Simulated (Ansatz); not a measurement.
# One shape, several levels: singlet GeH2Cl+

Aim: a comparison of 6 runs (HSE06/STO-3G, r2SCAN/STO-3G, wB97M-V/STO-3G, wB97X/STO-3G, BCCD(T)/STO-3G, CCSDTQ/STO-3G) of singlet GeH2Cl+. 

Program for the calculation: Ansatz 0.2.0.

57 further runs of the same task are left out: 6 that didn't finish, 51 set aside as unsound or not needed.

**1. The structure to begin with**

The species is GeH2Cl+ (4 atoms), meant as a singlet with charge +1. As SMILES of the parent species, `[Cl][GeH2]`. The shape is that of a PBE0-D4/def2-TZVP optimisation. That shape belongs to the parent species and isn't relaxed for this state.

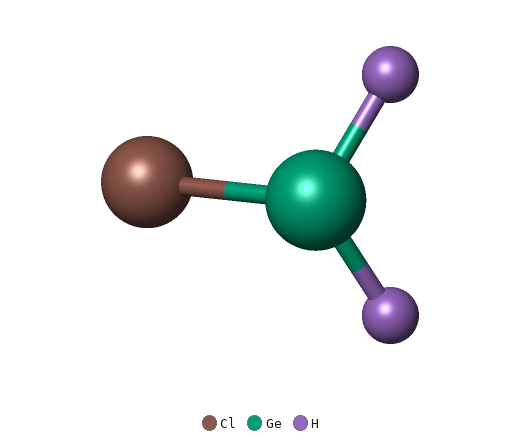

Viewed from a chosen angle; chlorine brown, germanium teal, hydrogen purple.

**2. A single-point energy at HSE06/STO-3G (run 1)**

The input, molecule.yaml:

```yaml
crystal:
  periodic: [false, false, false]
  atoms:
    - {symbol: Cl, position_ang: [-1.562900, 0.305200, 0.993500]}
    - {symbol: Ge, position_ang: [0.106700, -0.451100, -0.141600]}
    - {symbol: H, position_ang: [0.072700, 0.259600, -1.514200]}
    - {symbol: H, position_ang: [1.383400, -0.113700, 0.662300]}
basis:
  gaussian:
    orbitals: STO-3G
total_charge: 1
hamiltonian:
  xc: hse06
accuracy: high
```

Launch:

```bash
$ ansatz run molecule.yaml --threads 1 --pin off --max-ram 2610MiB --events-out events.jsonl --progress --plain --runs-dir runs
```

The log of the run:

```text
Warning: RAYON_NUM_THREADS=1 ignored (pool sized by the plan → 1); use --threads N
Functional definition: HSE06
  name "HSE06"
  parameter a = 0.25
  parameter omega = 0.11/bohr
  exchange = pbe_x - a*pbe_x_sr(omega) + a*exact_x_sr(omega)
  correlation = pbe_c
425 factors; integrals over basis functions are off by at most 4.7e-9 eV
55 factors; integrals over basis functions are off by at most 1.4e-9 eV
mean field evaluation 1: about -68246.8539 eV, gradient 7.9e1 eV
mean field evaluation 2: about -68218.0323 eV, gradient 8.5e1 eV
mean field evaluation 4: about -68267.6806 eV, gradient 4.3e0 eV
mean field evaluation 8: about -68267.7700 eV, gradient 8.3e-2 eV
mean field evaluation 16: about -68267.7701 eV, gradient 4.9e-6 eV
mean field -68267.77010161 eV, -2508.7942776776 hartree, gradient 2.2e-8 eV, S^2 0.000000; 0 other end points of the search recorded, 0 dependent functions left out
reference -68267.77010336 eV, -2508.7942777418 hartree; 25, 25 occupied and 4, 4 virtual orbitals, 425 factors
Total energy: -68267.77010336 eV, -2508.7942777418 hartree
```

Run time: 1.7 s. Hardware: 1 thread of Arm Neoverse V1, shared host; peak memory 0.099 GiB.

**3. A single-point energy at r2SCAN/STO-3G (run 2)**

The input, in.yaml:

```yaml
basis:
  gaussian:
    orbitals: STO-3G
crystal:
  periodic: [false, false, false]
  atoms:
    - {symbol: Cl, position_ang: [-1.562900, 0.305200, 0.993500]}
    - {symbol: Ge, position_ang: [0.106700, -0.451100, -0.141600]}
    - {symbol: H, position_ang: [0.072700, 0.259600, -1.514200]}
    - {symbol: H, position_ang: [1.383400, -0.113700, 0.662300]}
magnetization:
  spin_polarized: false
hamiltonian:
  xc: r2scan
total_charge: 1
accuracy: high
```

Launch:

```bash
$ ansatz run in.yaml --threads 1 --pin off --max-ram 2610MiB --events-out events.jsonl --progress --plain --runs-dir runs
```

The log of the run:

```text
Warning: RAYON_NUM_THREADS=1 ignored (pool sized by the plan → 1); use --threads N
Functional definition: r2SCAN
  name "r2SCAN"
  parameter k0 = 0.174
  parameter k1 = 0.065
  parameter a1 = 4.9479
  exchange = r2scan_x(k0 = k0, k1 = k1, a1 = a1)
  correlation = r2scan_c
425 factors; integrals over basis functions are off by at most 4.7e-9 eV
mean field evaluation 1: about -68191.0273 eV, gradient 1.5e2 eV
mean field evaluation 2: about -68182.2600 eV, gradient 1.2e2 eV
mean field evaluation 4: about -68269.2955 eV, gradient 4.5e1 eV
mean field evaluation 8: about -68279.2658 eV, gradient 1.7e-1 eV
mean field evaluation 16: about -68279.2336 eV, gradient 2.2e-6 eV
mean field -68279.23364567 eV, -2509.2155551514 hartree, gradient 2.3e-8 eV, S^2 0.000000; 0 other end points of the search recorded, 0 dependent functions left out
reference -68279.23364600 eV, -2509.2155551638 hartree; 25, 25 occupied and 4, 4 virtual orbitals, 425 factors
Total energy: -68279.23364600 eV, -2509.2155551638 hartree
```

It took 3.6 s on 1 thread of Arm Neoverse V1, shared host; peak memory 0.14 GiB.

**4. The energy at wB97M-V/STO-3G (run 3)**

The input, molecule.yaml:

```yaml
crystal:
  periodic: [false, false, false]
  atoms:
    - symbol: Cl
      position_ang: [-1.562900, 0.305200, 0.993500]
    - symbol: Ge
      position_ang: [0.106700, -0.451100, -0.141600]
    - symbol: H
      position_ang: [0.072700, 0.259600, -1.514200]
    - symbol: H
      position_ang: [1.383400, -0.113700, 0.662300]
basis:
  gaussian:
    orbitals: STO-3G
total_charge: 1
hamiltonian:
  xc: {name: wB97M-V}
accuracy: high
```

Launch:

```bash
$ ansatz run molecule.yaml --threads 1 --pin off --max-ram 2610MiB --events-out events.jsonl --progress --plain --runs-dir runs
```

The log of the run (excerpt; [...] marks lines left out):

```text
Warning: RAYON_NUM_THREADS=1 ignored (pool sized by the plan → 1); use --threads N
Functional definition: wB97M-V
  name "wB97M-V"
[...]
  gx(w, u) = 1 - cx + cx01*u + cx10*w
  gss(w, u) = css00 + css04*u^4 + css10*w + css20*w^2 + css43*w^4*u^3
  gos(w, u) = cos00 + cos10*w + (cos20 + cos21*u)*w^2 + (cos60 + cos61*u)*w^6
[...]
      + integral(e_c_pw_mod_opposite_spin*gos(b97_w_opposite, b97_u_opposite)) + vv10(b, c)
425 factors; integrals over basis functions are off by at most 4.7e-9 eV
134 factors; integrals over basis functions are off by at most 6.7e-10 eV
[...]
mean field -68280.84794835 eV, -2509.2748796807 hartree, gradient 5.1e-8 eV, S^2 0.000000; 0 other end points of the search recorded, 0 dependent functions left out
reference -68280.84795055 eV, -2509.2748797616 hartree; 25, 25 occupied and 4, 4 virtual orbitals, 425 factors
Total energy: -68280.84795055 eV, -2509.2748797616 hartree
```

Wall time 21 s (1 thread of Arm Neoverse V1, shared host); peak memory 0.27 GiB.

Runs 4 to 5 aren't shown in full; the table further down has their settings and results.

**5. A single-point energy at CCSDTQ/STO-3G (run 6)**

The input, job.yaml:

```yaml
crystal:
  periodic: [false, false, false]
  atoms:
    - {symbol: Cl, position_ang: [-1.562900, 0.305200, 0.993500]}
    - {symbol: Ge, position_ang: [0.106700, -0.451100, -0.141600]}
    - {symbol: H, position_ang: [0.072700, 0.259600, -1.514200]}
    - {symbol: H, position_ang: [1.383400, -0.113700, 0.662300]}
basis:
  gaussian: {orbitals: STO-3G}
total_charge: 1
correlation: {method: ccsdtq, frozen_orbitals: {Cl: 5, Ge: 9, H: 0}}
accuracy: high
scf: {omitted_lower_state_checks: [cluster_reference, increment]}
```

Launch:

```bash
$ ansatz run job.yaml --threads 1 --pin off --max-ram 2610MiB --events-out events.jsonl --progress --plain --runs-dir runs
```

The log of the run (excerpt; [...] marks lines left out):

```text
Warning: RAYON_NUM_THREADS=1 ignored (pool sized by the plan → 1); use --threads N
Functional definition: HF
  name "HF"
[...]
425 factors; integrals over basis functions are off by at most 4.7e-9 eV
[...]
mean field -68225.65546560 eV, -2507.2465933504 hartree, gradient 5.0e-8 eV, S^2 0.000000; 0 other end points of the search recorded, 0 dependent functions left out
14 core orbitals not correlated: weight in the atoms' cores, before any rotation towards them, 1.000 or more for the frozen orbitals, at most 0.000 for the correlated occupied ones
reference -68225.65546560 eV, -2507.2465933504 hartree; 11, 11 occupied and 4, 4 virtual orbitals, 425 factors
second order -1.33126290 eV of doubles, -0.00000000 eV of singles
cycle   1  -1.62950607 eV  change   -3.0e-1 eV  update   9.3e-2
[...]
cycle  28  -2.00644755 eV  change  -3.8e-10 eV  update   2.0e-9
Total energy: -68227.66191315 eV, -2507.3203289378 hartree
Checks for a lower state left out: cluster_reference, increment
```

Run time: 15 s. Hardware: 1 thread of Arm Neoverse V1, shared host; peak memory 0.22 GiB.

**6. Overview of the runs**

```
run           level  frozen core orbitals   energy (Eh)  wall time
  1    HSE06/STO-3G                     –  -2508.794278      1.7 s
  2   r2SCAN/STO-3G                     –  -2509.215555      3.6 s
  3  wB97M-V/STO-3G                     –  -2509.274880       21 s
  4    wB97X/STO-3G                     –  -2509.207470      6.9 s
  5  BCCD(T)/STO-3G                    14  -2507.319200     0.38 s
  6   CCSDTQ/STO-3G                    14  -2507.320329       15 s
```

**7. Results**

```
                                           quantity           value
                                run 6: total energy  -2507.32033 Eh
run 6: correlation energy (14 core orbitals frozen)       -73.7 mEh
                               run 6: T1 diagnostic           0.023
```

Totals of different functionals can't be ranked against each other. In runs 1, 2, 3, 4, 5, 6 the basis is minimal, so the values are rough. All runs together took 49 s, the longest 21 s.
